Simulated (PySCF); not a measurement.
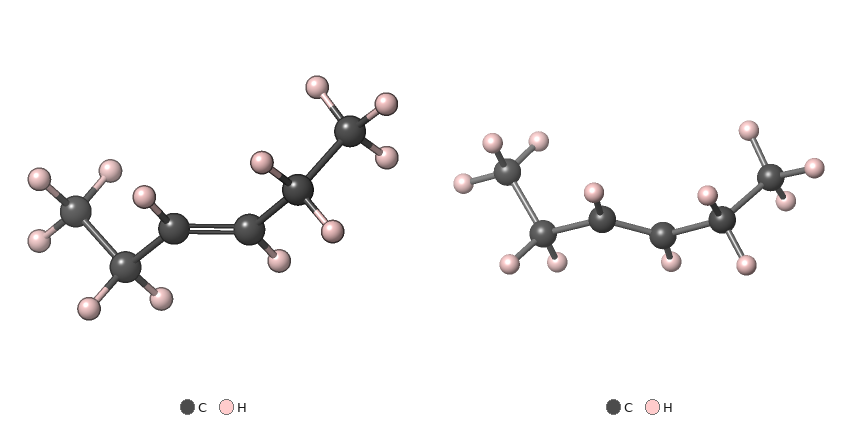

Two views of one molecule.

The geometry was computed by an optimisation with PBE0-D3(BJ)/def2-TZVP. No frequency run is at hand to confirm it as a minimum.

Give the formula.

Answer. C6H12, 18 atoms: 6 carbon and 12 hydrogen.

How many bonds of each kind are drawn?

Answer. 12 C–H, 5 C–C.

Describe its rings.

Answer. It has no ring.

More results for the same structure follow; atom numbers are the same in all pictures, views and colours differ.

## Symmetry

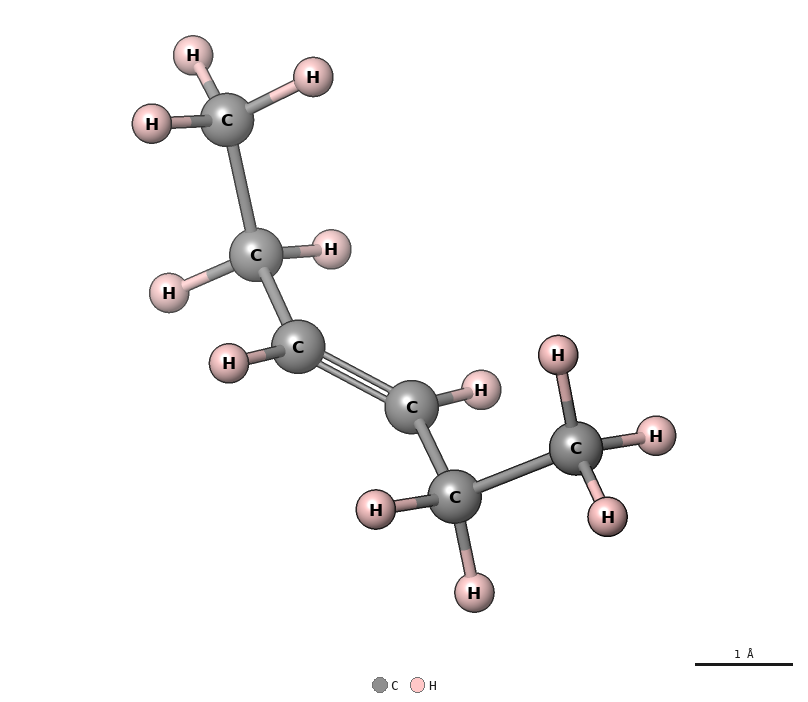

Atoms fade into the background with distance from the viewer. No frequency run is at hand to confirm it as a minimum. Masses are those of the most abundant isotopes; constants are for the rigid equilibrium geometry.

What kind of rotor is it, and what are its rotational constants in GHz?

Answer. An asymmetric top (C2): A = 9.43, B = 1.37, C = 1.30 GHz. Ray's parameter κ is −0.98, close to the prolate limit.

## NMR shielding

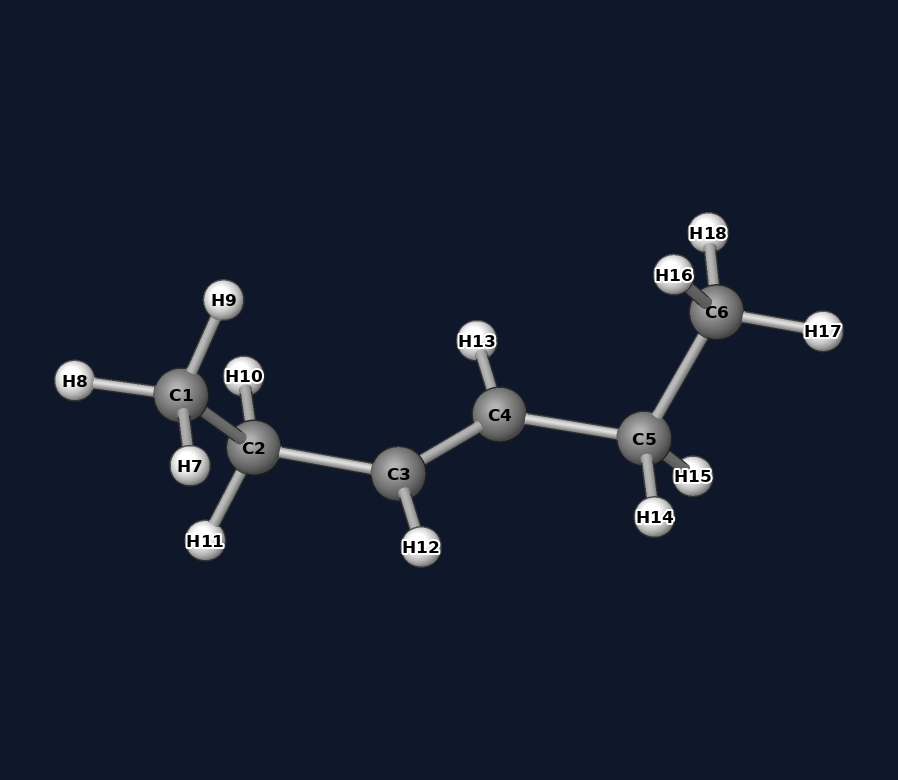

The questions are on isotropic NMR shieldings of the C atoms. No frequency run is at hand to confirm it as a minimum. Method: GIAO PBE0/pcSseg-2 NMR shielding, non-relativistic, gas phase (PySCF 2.14.0).

Give the isotropic NMR shieldings of the C atoms atom by atom.

```
atom  σ (ppm)
  C1    168.4
  C2    153.6
  C3     41.2
  C4     41.2
  C5    153.6
  C6    168.4
```

## Electronic properties

No frequency run is at hand to confirm it as a minimum. Method: PBE0/pcSseg-2, gas phase (PySCF 2.14.0).

Predict the main results.

- dipole moment: 0.01 D
- HOMO energy (Kohn–Sham orbital): −6.94 eV
- LUMO energy (Kohn–Sham orbital): 0.45 eV
- HOMO–LUMO gap: 7.39 eV

## Bond orders

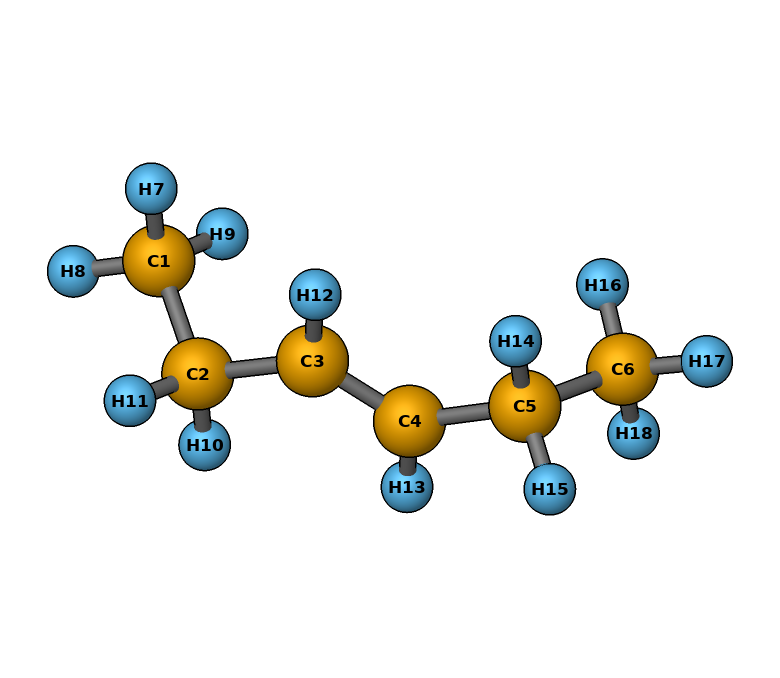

Every bond is drawn as one stick. No frequency run is at hand to confirm it as a minimum. Method: PBE0/pcSseg-2 (PySCF 2.14.0).

List the Mayer bond orders of C3–C4, C2–C3, C3–H12, C1–C2, C2–H10, C2–H11, C1–H9, C1–H8, C1–H7 (one bond of each equivalent set).

```json
{"bond": "C3–C4", "Mayer order": "1.88", "length (Å)": "1.327"}
{"bond": "C2–C3", "Mayer order": "0.99", "length (Å)": "1.492"}
{"bond": "C3–H12", "Mayer order": "1.02", "length (Å)": "1.091"}
{"bond": "C1–C2", "Mayer order": "0.95", "length (Å)": "1.525"}
{"bond": "C2–H10", "Mayer order": "1.01", "length (Å)": "1.094"}
{"bond": "C2–H11", "Mayer order": "0.99", "length (Å)": "1.097"}
{"bond": "C1–H9", "Mayer order": "1.00", "length (Å)": "1.092"}
{"bond": "C1–H8", "Mayer order": "1.00", "length (Å)": "1.092"}
{"bond": "C1–H7", "Mayer order": "1.00", "length (Å)": "1.093"}
```
